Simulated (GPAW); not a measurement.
# The basis that the transmission of a carbon nanotube (4, 4); Cl on top of one C, which is raised by 0.35 Å needs, part 4 of 4

How well does a carbon nanotube (4, 4); Cl on top of one C, which is raised by 0.35 Å conduct at low bias, and how far do basis and functional move the answer?

GPAW 26.7.0; GPAW LCAO, PAW setups; Landauer transmission from Green's functions with principal layers (ASE), zero bias.

So far, conductance (G₀): step 2 (GPAW, szp, PBE, GPAW) 1.37; step 3 (basis sz(dzp), PBE, GPAW) 1.25; step 4 (RPBE) 1.38.

## Step 7: Broadening 1e-05, smearing 0.025: eta = 1e-05 and width = 0.025 (continued)

Each spin. Table of transmission, zone mean by energy, zero at the Fermi level:

```
energy (eV)  T, spin up  T, spin down
    -2.0000        3.99          3.99
    -1.7500        2.62          2.62
    -1.5000        1.64          1.64
    -1.3000        1.74          1.74
    -1.2500        1.61          1.61
    -1.0000        1.19          1.19
    -0.7500        1.15          1.15
    -0.5000        1.02          1.02
    -0.2500        1.04          1.04
     0.0000        1.33          1.33
     0.2500        1.62          1.62
     0.5000        1.79          1.79
     0.7500        1.88          1.88
     1.0000        2.81          2.81
     1.2500        5.90          5.90
     1.5000        6.67          6.67
     1.5500        6.73          6.73
     1.7500        5.99          5.99
     2.0000        5.93          5.93
```

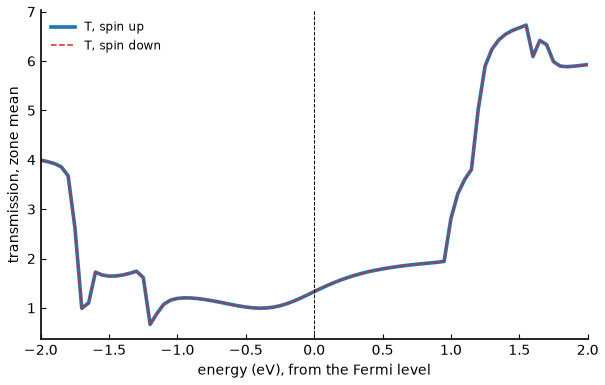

Transmission, zone mean against energy.

Not self-consistent under bias; the bias window is split evenly. Table of current through one cell, from the zero-bias transmission by bias:

```
bias (V)  current through one cell, from the zero-bias transmission (μA)
   0.100                                                            10.3
   0.200                                                            20.6
   0.500                                                            51.5
   1.000                                                             104
   1.500                                                             161
   2.000                                                             223
```

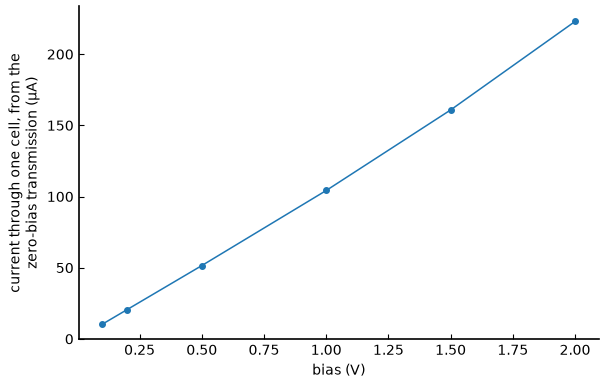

Current through one cell, from the zero-bias transmission against bias.

The transmission of the three most open eigenchannels by energy, zero at the Fermi level:

```
energy (eV)  channel 1 up  channel 2 up  channel 3 up  channel 1 down  channel 2 down  channel 3 down
     -2.000         1.000         0.997         0.987           1.000           0.997           0.987
     -1.500         0.998         0.645             0           0.998           0.644               0
     -1.000         0.975         0.217             0           0.975           0.216               0
     -0.500         0.993        0.0239             0           0.993          0.0234               0
      0.000         0.997         0.333             0           0.997           0.334               0
      0.500         0.998         0.793             0           0.998           0.792               0
      1.000         1.000         0.967         0.557           1.000           0.967           0.558
      1.500         1.000         0.998         0.996           1.000           0.998           0.996
      2.000         1.000         0.999         0.999           1.000           0.999           0.999
```

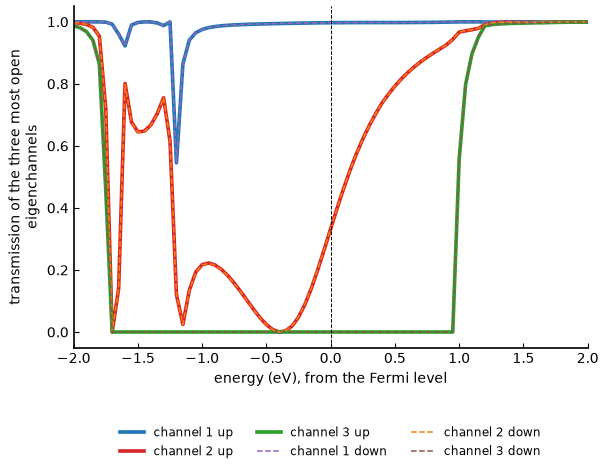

Transmission of the three most open eigenchannels against energy.

The conductance, 1.33 G₀, lies 3.0 % below that of the szp run.

## Step 8: Summary of results

```json
{
  "conductance": "1.37 G₀",
  "transmission at the Fermi level, mean of the spins": "1.37",
  "thermopower": "-4.59 μV/K"
}
```

What this shows: In the szp basis the junction conducts 1.37 G₀ at 200 K, with T = 1.37 as the mean of the two spins at the Fermi level; the sz basis reaches that conductance within 10 %. Measured against the first run (szp), the nearest curve is that of szp-RPBE (r.m.s. 0.32) and the farthest that of sz (2.1). Over the compared runs wall time goes from 680 s (sz) to 4650 s (szp-RPBE), on a shared host. The geometry was built from estimated bond lengths and not relaxed, so the numbers describe this model structure. The currents use the zero-bias T(E) throughout, which holds only while the bias is small against the distance to the nearest feature. One magnetic start was tried; another order may lie lower. The energy step is wider than the thermal energy, so the conductance and thermopower rest on interpolation of T(E).

[Logs are printed without paths, hosts, clocks, repeated set-up lines and the standing remarks that a program may print on its own settings, such as how far it seeks lower states.]

[Hosts, paths, dates, database ids (printed as entryN), source tags and the programs' standing remarks are cut or masked in the printed files.]
